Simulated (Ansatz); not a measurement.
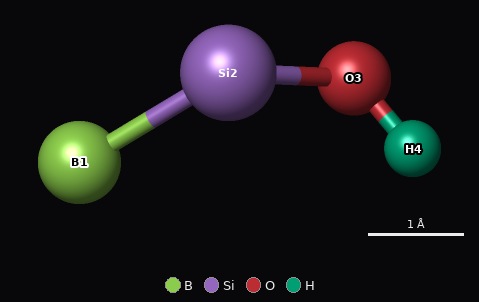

**Figure 1.** The starting structure (ball-and-stick view, seen at a tilt; atoms are numbered from 1 in the order of the input). Bond lengths as drawn: B–Si 1.94 Å, H–O 0.98 Å and O–Si 1.69 Å.

Run report: BSiHO, geometry relaxation

The run: geometry relaxation of BSiHO. Method and program: RKS PBE0-D4/def2-TZVP (Ansatz 0.2.0).

Figures and captions count atoms from 1; the log counts them from 0 in places.

The program's output
```
Functional definition: PBE0
  name "PBE0"
  cite "Adamo & Barone, J. Chem. Phys. 110, 6158 (1999) doi:10.1063/1.478522"
  cite "Perdew, Burke & Ernzerhof, Phys. Rev. Lett. 77, 3865 (1996) doi:10.1103/PhysRevLett.77.3865"
  parent pbe
  parameter a = 0.25
  parameter kappa = 0.804
  parameter beta = 0.06672455060314922
  exchange = (1 - a)*pbe_x(kappa = kappa, mu = beta*pi^2/3) + a*exact_x
  correlation = pbe_c(beta = beta)
632 factors; their error is unknown
mean field evaluation 1: about -10602.2326 eV, gradient 5.1e1 eV
mean field evaluation 2: about -10570.4302 eV, gradient 1.3e2 eV
mean field evaluation 4: about -10603.7933 eV, gradient 2.6e1 eV
mean field evaluation 8: about -10606.6950 eV, gradient 1.2e-1 eV
mean field evaluation 16: about -10606.7317 eV, gradient 4.4e-3 eV
mean field evaluation 32: about -10606.7138 eV, gradient 1.4e0 eV
mean field -10606.73171506 eV, -389.7902010275 hartree, gradient 1.7e-5 eV, S^2 0.000000; 2 other end points of the search recorded, 0 dependent functions left out
the calculation of the forces begins
reference -10606.73173917 eV, -389.7902019137 hartree; 14, 14 occupied and 91, 91 virtual orbitals, 632 factors
relax step   1: F+E_penalty+E_count = -10606.79681375 eV  Δ(F+E_penalty+E_count) = +0.000e0 eV  max|allowed force component| = 1.012e0 eV/Å  Δτ_max = 0.0000 Å  (78 SCF iters, accepted)
these checks for a lower state are left out or cut short: starts, cluster_reference, orbital_swaps, neighbouring_geometries, increment
632 factors; their error is unknown
mean field -10606.75323735 eV, -389.7909919571 hartree, gradient 6.3e-6 eV, S^2 0.000000; 0 other end points of the search recorded, 0 dependent functions left out
the calculation of the forces begins
reference -10606.75326132 eV, -389.7909928378 hartree; 14, 14 occupied and 91, 91 virtual orbitals, 632 factors
relax step   2: F+E_penalty+E_count = -10606.81848461 eV  Δ(F+E_penalty+E_count) = -2.167e-2 eV  max|allowed force component| = 6.143e-1 eV/Å  Δτ_max = 0.0184 Å  (47 SCF iters, accepted)
these checks for a lower state are left out or cut short: starts, cluster_reference, orbital_swaps, neighbouring_geometries, increment
632 factors; their error is unknown
mean field -10606.76355601 eV, -389.7913711608 hartree, gradient 1.6e-5 eV, S^2 0.000000; 0 other end points of the search recorded, 0 dependent functions left out
the calculation of the forces begins
reference -10606.76357987 eV, -389.7913720376 hartree; 14, 14 occupied and 91, 91 virtual orbitals, 632 factors
relax step   3: F+E_penalty+E_count = -10606.82897533 eV  Δ(F+E_penalty+E_count) = -1.049e-2 eV  max|allowed force component| = 8.372e-2 eV/Å  Δτ_max = 0.0179 Å  (47 SCF iters, accepted)
these checks for a lower state are left out or cut short: starts, cluster_reference, orbital_swaps, neighbouring_geometries, increment
632 factors; their error is unknown
mean field evaluation 64: about -10606.7663 eV, gradient 2.4e-5 eV
mean field -10606.76631526 eV, -389.7914725615 hartree, gradient 2.4e-5 eV, S^2 0.000000; 0 other end points of the search recorded, 0 dependent functions left out
the calculation of the forces begins
reference -10606.76633931 eV, -389.7914734451 hartree; 14, 14 occupied and 91, 91 virtual orbitals, 632 factors
relax step   4: F+E_penalty+E_count = -10606.83169481 eV  Δ(F+E_penalty+E_count) = -2.719e-3 eV  max|allowed force component| = 1.341e-1 eV/Å  Δτ_max = 0.0666 Å  (60 SCF iters, accepted)
these checks for a lower state are left out or cut short: starts, cluster_reference, orbital_swaps, neighbouring_geometries, increment
632 factors; their error is unknown
mean field -10606.76765408 eV, -389.7915217621 hartree, gradient 1.0e-5 eV, S^2 0.000000; 0 other end points of the search recorded, 0 dependent functions left out
the calculation of the forces begins
reference -10606.76767812 eV, -389.7915226457 hartree; 14, 14 occupied and 91, 91 virtual orbitals, 632 factors
relax step   5: F+E_penalty+E_count = -10606.83305728 eV  Δ(F+E_penalty+E_count) = -1.362e-3 eV  max|allowed force component| = 1.938e-2 eV/Å  Δτ_max = 0.0118 Å  (48 SCF iters, accepted)
these checks for a lower state are left out or cut short: starts, cluster_reference, orbital_swaps, neighbouring_geometries, increment
632 factors; their error is unknown
mean field -10606.76285001 eV, -389.7913452159 hartree, gradient 2.5e-5 eV, S^2 0.000000; 0 other end points of the search recorded, 0 dependent functions left out
the calculation of the forces begins
reference -10606.76287422 eV, -389.7913461056 hartree; 14, 14 occupied and 91, 91 virtual orbitals, 632 factors
relax step   6: F+E_penalty+E_count = -10606.82826720 eV  Δ(F+E_penalty+E_count) = +4.790e-3 eV  max|allowed force component| = 6.679e-1 eV/Å  Δτ_max = 0.0632 Å  (61 SCF iters, rejected (line search))
these checks for a lower state are left out or cut short: starts, cluster_reference, orbital_swaps, neighbouring_geometries, increment
632 factors; their error is unknown
mean field evaluation 96: about -10606.7681 eV, gradient 3.8e-3 eV
mean field -10606.76804828 eV, -389.7915362486 hartree, gradient 1.6e-5 eV, S^2 0.000000; 0 other end points of the search recorded, 0 dependent functions left out
the calculation of the forces begins
reference -10606.76807237 eV, -389.7915371340 hartree; 14, 14 occupied and 91, 91 virtual orbitals, 632 factors
relax step   7: F+E_penalty+E_count = -10606.83344801 eV  Δ(F+E_penalty+E_count) = -3.907e-4 eV  max|allowed force component| = 2.338e-2 eV/Å  Δτ_max = 0.0251 Å  (59 SCF iters, accepted)
these checks for a lower state are left out or cut short: starts, cluster_reference, orbital_swaps, neighbouring_geometries, increment
632 factors; their error is unknown
mean field -10606.76809266 eV, -389.7915378798 hartree, gradient 1.7e-5 eV, S^2 0.000000; 0 other end points of the search recorded, 0 dependent functions left out
the calculation of the forces begins
reference -10606.76811677 eV, -389.7915387655 hartree; 14, 14 occupied and 91, 91 virtual orbitals, 632 factors
relax step   8: F+E_penalty+E_count = -10606.83350244 eV  Δ(F+E_penalty+E_count) = -5.444e-5 eV  max|allowed force component| = 9.852e-3 eV/Å  Δτ_max = 0.0068 Å  (57 SCF iters, accepted)
these checks for a lower state are left out or cut short: starts, cluster_reference, orbital_swaps, neighbouring_geometries, increment
632 factors; their error is unknown
mean field -10606.76768477 eV, -389.7915228898 hartree, gradient 1.2e-5 eV, S^2 0.000000; 0 other end points of the search recorded, 0 dependent functions left out
the calculation of the forces begins
reference -10606.76770885 eV, -389.7915237748 hartree; 14, 14 occupied and 91, 91 virtual orbitals, 632 factors
relax step   9: F+E_penalty+E_count = -10606.83319834 eV  Δ(F+E_penalty+E_count) = +3.041e-4 eV  max|allowed force component| = 7.118e-2 eV/Å  Δτ_max = 0.0195 Å  (60 SCF iters, rejected (line search))
these checks for a lower state are left out or cut short: starts, cluster_reference, orbital_swaps, neighbouring_geometries, increment
632 factors; their error is unknown
mean field -10606.76808864 eV, -389.7915377320 hartree, gradient 1.7e-5 eV, S^2 0.000000; 0 other end points of the search recorded, 0 dependent functions left out
the calculation of the forces begins
reference -10606.76811274 eV, -389.7915386175 hartree; 14, 14 occupied and 91, 91 virtual orbitals, 632 factors
relax step  10: F+E_penalty+E_count = -10606.83353496 eV  Δ(F+E_penalty+E_count) = -3.252e-5 eV  max|allowed force component| = 9.244e-3 eV/Å  Δτ_max = 0.0084 Å  (58 SCF iters, accepted)
these checks for a lower state are left out or cut short: starts, cluster_reference, orbital_swaps, neighbouring_geometries, increment
632 factors; their error is unknown
mean field evaluation 128: about -10606.7329 eV, gradient 2.3e-1 eV
mean field -10606.76808903 eV, -389.7915377463 hartree, gradient 1.2e-5 eV, S^2 0.000000; 0 other end points of the search recorded, 0 dependent functions left out
the calculation of the forces begins
reference -10606.76811313 eV, -389.7915386319 hartree; 14, 14 occupied and 91, 91 virtual orbitals, 632 factors
relax step  11: F+E_penalty+E_count = -10606.83353761 eV  Δ(F+E_penalty+E_count) = -2.651e-6 eV  max|allowed force component| = 4.110e-3 eV/Å  Δτ_max = 0.0010 Å  (51 SCF iters, accepted)
632 factors; their error is unknown
mean field evaluation 160: about -10606.7665 eV, gradient 2.2e-1 eV
```

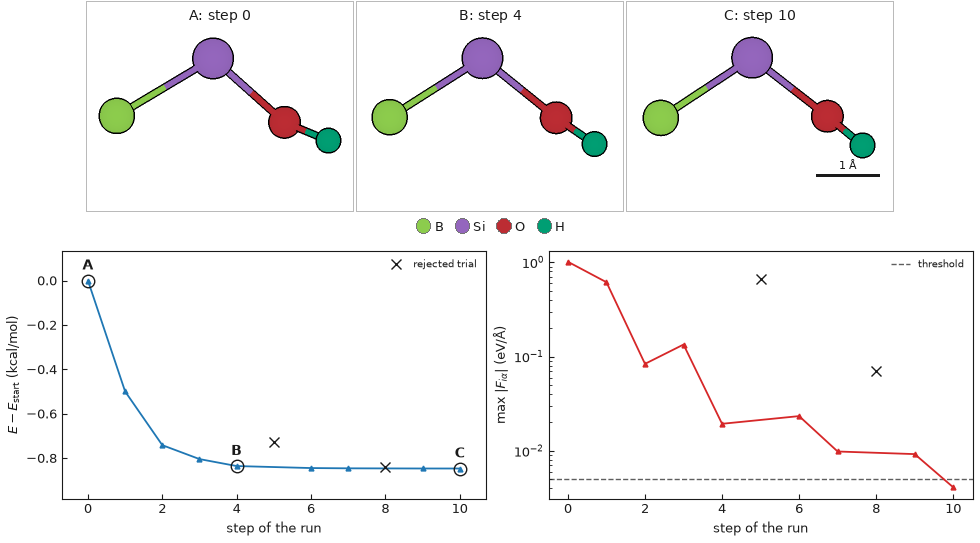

**Figure 2.** Frames of the relaxation (ball-and-stick view, seen at a tilt) above the curves, on which the letters mark them (the first geometry is step 0 here and step 1 in the log).

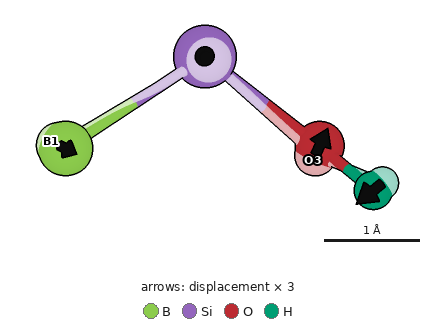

**Figure 3.** Start (faint) and end (solid) with the displacements as black arrows, magnified 3 times (ball-and-stick view, seen at a tilt). The two geometries are laid on each other by the best rigid fit. The largest move after the best rigid fit is that of H4, 0.13 Å. By element the largest moves are H 0.13 Å, O 0.11 Å, Si 0.08 Å, B 0.08 Å. Among the contacts that change: Si2–O3 1.692 → 1.646 Å, O3–H4 0.978 → 0.961 Å, B1–Si2 1.941 → 1.946 Å. Among the angles that change: Si2–O3–H4 114.4° → 118.2°. Over 10 geometry steps the energy falls by 0.85 kcal/mol. Largest force component: 1 eV/Å at the start, 0.0041 eV/Å at the end. The line search rejected the trial steps at points 5, 8 (counted from 0) and went back. (Atoms are counted from 1 in the order of the input.)

```
mean field -10606.76808903 eV, -389.7915377463 hartree, gradient 1.3e-5 eV, S^2 0.000000; 3 other end points of the search recorded, 0 dependent functions left out
the calculation of the forces begins
reference -10606.76811313 eV, -389.7915386319 hartree; 14, 14 occupied and 91, 91 virtual orbitals, 632 factors
Total energy: -10606.83356171 eV, -389.7939438229 hartree
Atom 0 at    -0.916719    -0.043855     0.033896 Å, force     0.004110     0.000560    -0.000045 eV/Å
Atom 1 at     1.028253     0.013724     0.075570 Å, force    -0.003391    -0.002751     0.002033 eV/Å
Atom 2 at     1.742333    -1.066768     1.091528 Å, force    -0.000254     0.002231    -0.002096 eV/Å
Atom 3 at     1.644275    -0.932469     2.038206 Å, force    -0.000465    -0.000040     0.000108 eV/Å
Dipole moment:     0.190592     0.196243     0.383519 e Å
```

Trajectory as extended XYZ (Å, eV, eV/Å), 11 frames, from step=1 to step=11
```
4
Properties=species:S:1:pos:R:3:forces:R:3 step=1 energy=-10606.79681
B    -0.9330   -0.0448   -0.0437    0.1091   0.0054   0.0161
Si    0.9969    0.0631    0.1318    0.3362  -0.8081   0.6132
O     1.6688   -1.1468    1.1050   -0.3699   1.0122   0.0891
H     1.7654   -0.9008    2.0461   -0.0754  -0.2095  -0.7184
4
Properties=species:S:1:pos:R:3:forces:R:3 step=2 energy=-10606.81848
B    -0.9236   -0.0484   -0.0333    0.0486   0.0094   0.0053
Si    1.0030    0.0561    0.1349    0.2172  -0.5185   0.3600
O     1.6679   -1.1379    1.1025   -0.2632   0.6143  -0.1869
H     1.7508   -0.8991    2.0350   -0.0026  -0.1052  -0.1784
4
Properties=species:S:1:pos:R:3:forces:R:3 step=3 energy=-10606.82898
B    -0.9147   -0.0503   -0.0219   -0.0197   0.0137  -0.0065
Si    1.0092    0.0435    0.1372   -0.0186  -0.0065  -0.0739
O     1.6696   -1.1226    1.0951    0.0092   0.0766   0.0539
H     1.7341   -0.8999    2.0287    0.0292  -0.0837   0.0264
4
Properties=species:S:1:pos:R:3:forces:R:3 step=4 energy=-10606.83170
B    -0.9194   -0.0396    0.0025   -0.1116  -0.0083   0.0008
Si    1.0092    0.0191    0.0934    0.1149   0.0213   0.0282
O     1.7153   -1.0743    1.0976    0.0296  -0.0748  -0.1341
H     1.6930   -0.9347    2.0457   -0.0329   0.0618   0.1051
4
Properties=species:S:1:pos:R:3:forces:R:3 step=5 energy=-10606.83306
B    -0.9195   -0.0435    0.0089    0.0066   0.0053   0.0011
Si    1.0179    0.0235    0.0943   -0.0115  -0.0089   0.0099
O     1.7150   -1.0822    1.0939    0.0194  -0.0042  -0.0005
H     1.6847   -0.9272    2.0421   -0.0145   0.0077  -0.0105
4
Properties=species:S:1:pos:R:3:forces:R:3 step=6 energy=-10606.82827 accepted=F
B    -0.9211   -0.0399    0.0458    0.0059  -0.0068   0.0015
Si    1.0320    0.0050    0.0554    0.0190  -0.0155   0.0592
O     1.7625   -1.0482    1.0895   -0.0984   0.0507   0.6072
H     1.6247   -0.9462    2.0485    0.0736  -0.0285  -0.6679
4
Properties=species:S:1:pos:R:3:forces:R:3 step=7 energy=-10606.83345
B    -0.9202   -0.0417    0.0224    0.0219  -0.0004   0.0043
Si    1.0234    0.0156    0.0842   -0.0234   0.0063  -0.0106
O     1.7350   -1.0726    1.0925    0.0062  -0.0056   0.0008
H     1.6599   -0.9306    2.0401   -0.0047  -0.0003   0.0055
4
Properties=species:S:1:pos:R:3:forces:R:3 step=8 energy=-10606.83350
B    -0.9194   -0.0418    0.0267    0.0099  -0.0019   0.0036
Si    1.0247    0.0139    0.0804   -0.0065   0.0034  -0.0035
O     1.7395   -1.0693    1.0923   -0.0003  -0.0025   0.0020
H     1.6533   -0.9322    2.0398   -0.0031   0.0010  -0.0021
4
Properties=species:S:1:pos:R:3:forces:R:3 step=9 energy=-10606.83320 accepted=F
B    -0.9114   -0.0482    0.0415   -0.0036   0.0065  -0.0060
Si    1.0326    0.0169    0.0746    0.0014  -0.0207  -0.0007
O     1.7416   -1.0710    1.0885   -0.0198   0.0465   0.0712
H     1.6353   -0.9271    2.0345    0.0220  -0.0322  -0.0645
4
Properties=species:S:1:pos:R:3:forces:R:3 step=10 energy=-10606.83353
B    -0.9168   -0.0434    0.0331   -0.0014  -0.0004   0.0003
Si    1.0276    0.0133    0.0762   -0.0037   0.0092  -0.0085
O     1.7423   -1.0666    1.0915    0.0051  -0.0088   0.0088
H     1.6451   -0.9326    2.0383    0.0000   0.0000  -0.0007
4
Properties=species:S:1:pos:R:3:forces:R:3 step=11 energy=-10606.83354
B    -0.9167   -0.0439    0.0339    0.0041   0.0006   0.0000
Si    1.0283    0.0137    0.0756   -0.0034  -0.0028   0.0020
O     1.7423   -1.0668    1.0915   -0.0003   0.0022  -0.0021
H     1.6443   -0.9325    2.0382   -0.0005   0.0000   0.0001
```

This output came from the following input.

The input
```yaml
crystal:
  periodic: [false, false, false]
  atoms:
    - {symbol: B, position_ang: [-0.932995, -0.044802, -0.043715]}
    - {symbol: Si, position_ang: [0.996926, 0.063079, 0.131797]}
    - {symbol: O, position_ang: [1.668768, -1.146842, 1.104997]}
    - {symbol: H, position_ang: [1.765443, -0.900803, 2.046120]}
basis:
  gaussian: {orbitals: def2-TZVP}
hamiltonian: {xc: pbe0, dispersion: d4}
relax: {f_tol: 0.005, max_steps: 200}
```

Command:
```bash
ansatz run in.yaml --threads 2 --pin off --events-out ev --progress --plain --max-ram 4352MiB
```

Key numbers

| quantity | value |
| --- | --- |
| outcome | converged |
| total energy | −10606.8336 eV |
| mean-field energy | −10606.7681 eV |
| dispersion energy | −0.0654 eV |
| SCF solution under orbital rotations | stable |
| largest force (length of the vector) at the end | 0.005 eV/Å |
| dipole moment | 2.26 D |
| hardware | 2 threads of Arm Neoverse V2, 95 GiB of memory available, shared host |
| wall time | 19 s (CPU time 35 s) |
| peak memory | 0.29 GiB |
